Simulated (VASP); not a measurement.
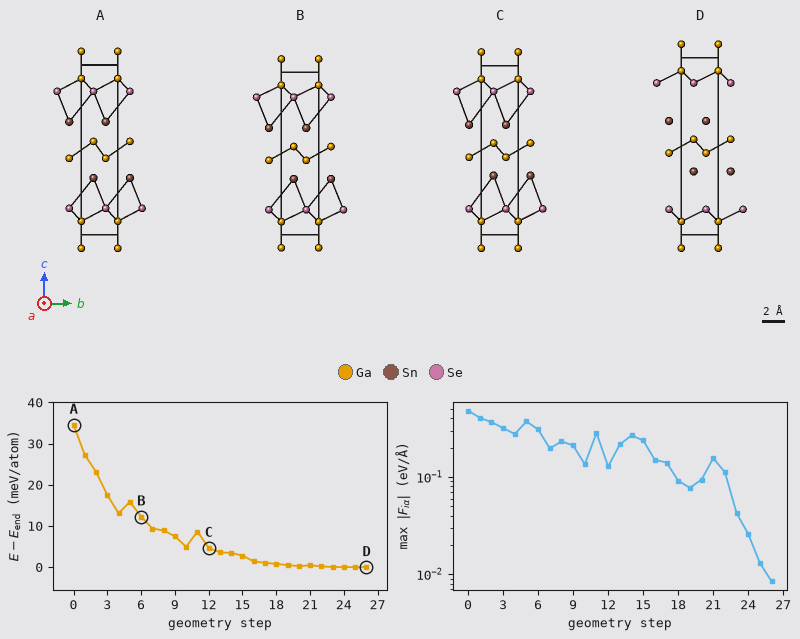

Frames of a relaxation of solid Ga2SnSe (a generated structure, set up in P-3m1), marked on the history of the run. Style: ball-and-stick. Shown: the cell of the calculation, along the a axis.

The run lets cell and atoms move.

All numbers below come from VASP 6.6.1, Kohn-Sham DFT of a periodic cell, PBE, VASP PAW PBE potentials, recommended.

Input file:
```
SYSTEM = Ga2SnSe
  ALGO = Normal
  EDIFF = 1E-6
  EDIFFG = -0.01
  ENCUT = 520
  GGA = PE
  IBRION = 2
  ISIF = 3
  ISMEAR = 0
  KPAR = 4
  LASPH = .TRUE.
  LCHARG = .FALSE.
  LREAL = .FALSE.
  LWAVE = .FALSE.
  NELM = 120
  NSW = 90
  PREC = Accurate
  SIGMA = 0.1
```

Run as
```bash
cat potpaw_PBE.64/Ga_d/POTCAR potpaw_PBE.64/Sn_d/POTCAR potpaw_PBE.64/Se/POTCAR > POTCAR
mpirun -np 4 vasp_std > vasp.out
```

Describe the path.

Answer. Over 26 geometry steps the energy falls by 34.6 meV per atom. Largest force component: 0.48 eV/Å at the start, 0.0084 eV/Å at the end. The pressure goes from −0.63 to 0.02 GPa. The largest moves relative to the cell, 0.37 Å, are those of Sn atoms. Largest moves by element: Sn 0.37 Å, Se 0.20 Å, Ga 0.18 Å. The volume changes by +7.6 %, with a = b 3.883 → 3.944 Å (+1.6 %), c 15.686 → 16.368 Å (+4.3 %). Near-neighbour distances that change, for instance: Se–Sn 3.597 → 4.181 Å, Ga–Ga 2.734 → 2.608 Å, Ga–Ga 2.508 → 2.468 Å. Bond angles that change, for instance: Ga–Ga–Ga 90.5° → 98.3°, Ga–Se–Ga 99.9° → 102.1°, Se–Ga–Se 99.9° → 102.1°. The space group stays P-3m1 (No. 164). From step 0 to 6: Sn atoms move most (0.13 Å), volume +0.1 %, energy −22.3 meV per atom. From step 6 to 12: Sn atoms move most (0.10 Å), volume +1.8 %, energy −7.6 meV per atom. From step 12 to 26: Se atoms move most (0.16 Å), volume +5.5 %, energy −4.7 meV per atom.

Limits of the set-up: layers or molecules are held without a dispersion correction, so their spacing is unreliable.
